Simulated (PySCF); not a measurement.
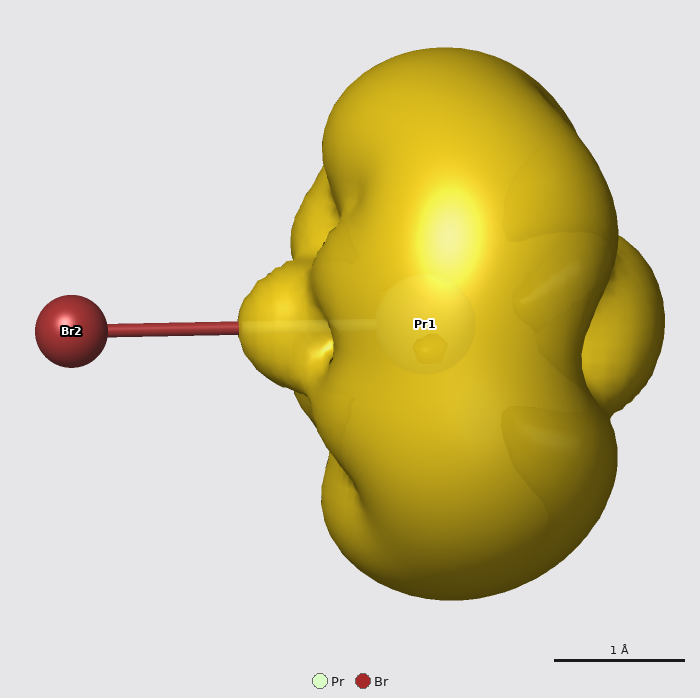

Figure. PrBr (quintet). Isosurfaces of the spin density (α minus β) at +0.015 (yellow) and −0.015 e/Å³ (cyan), seen from one side.

These are results of PBE0/x2c-SVPall, spin-free X2C-1e, Gaussian nucleus, at a bond length of 2.751 Å (PySCF), not measurements.

```json
{"atom": "Pr", "x (Å)": "0.0000", "y (Å)": "0.0000", "z (Å)": "-0.9876"}
{"atom": "Br", "x (Å)": "0.0000", "y (Å)": "0.0000", "z (Å)": "1.7634"}
```

Describe the spin distribution.

Answer. The unpaired spin (4 electrons) lies mostly on Pr1 (about 4.0), in electrons by Hirshfeld's partition.
